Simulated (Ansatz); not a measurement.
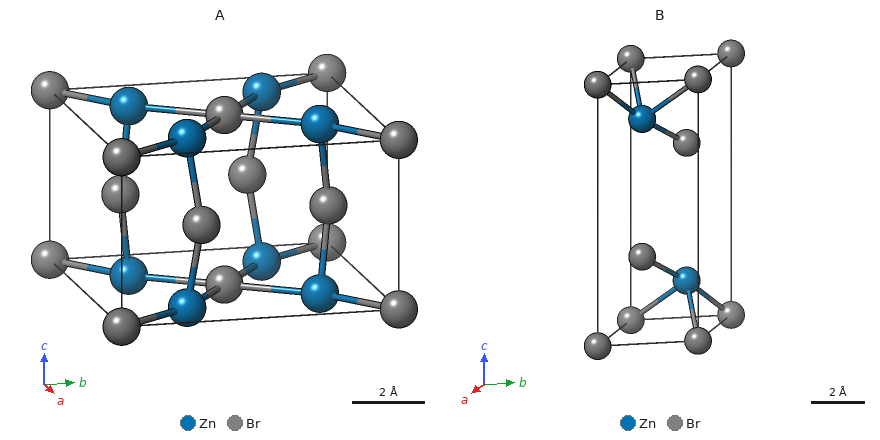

Two structures of Zn₂Br₃, each relaxed to rest (conventional cells in solid outline, small ones repeated, not to one scale). Method: DFT PBE, scalar-relativistic, plane waves, PAW in Ansatz, without spin polarisation.

Which structures are these?

Answer. A: 10 atoms a cell on a primitive tetragonal lattice, P4/mbm. B: 5 atoms a cell on a primitive hexagonal lattice, P-3m1.

Which is the more stable form at this level of theory?

Answer. B is lower, by 138 meV/atom at this level of theory (energies at zero smearing). Volumes: A 30.9, B 27.8 Å³/atom.

One or both may be structure types tried for this composition rather than known phases.
